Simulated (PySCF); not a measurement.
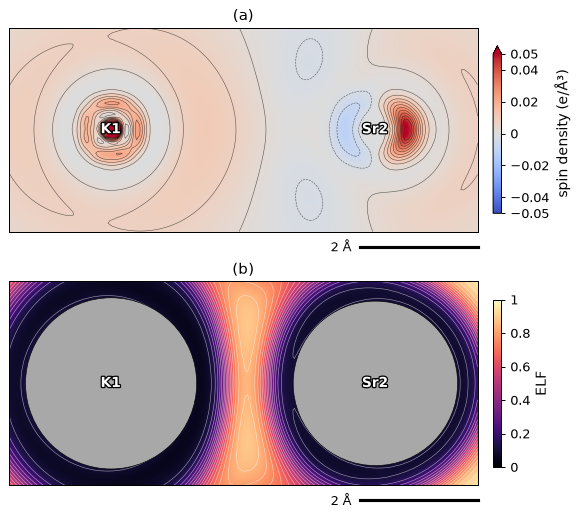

KSr (doublet). (a) spin density; (b) ELF on a plane that holds the molecular axis. Grey discs cover the atomic cores in the ELF map.

Core potentials replace the inner electrons of Sr.

Method: PBE0/def2-SVPD, non-relativistic Hamiltonian with scalar-relativistic core potentials where named, at a bond length of 4.513 Å (PySCF).

```xyz
2

K     0.0000    0.0000   -3.1270
Sr    0.0000    0.0000    1.3860
```

Interpret the plot.

The plane passes through K and Sr nuclei.
K–Sr (4.51 Å): the ELF peaks at about 0.85 between the atoms.
The unpaired spin (1 electron) lies mostly on K1 (about 0.7) and Sr2 (about 0.3), in electrons by Hirshfeld's partition.
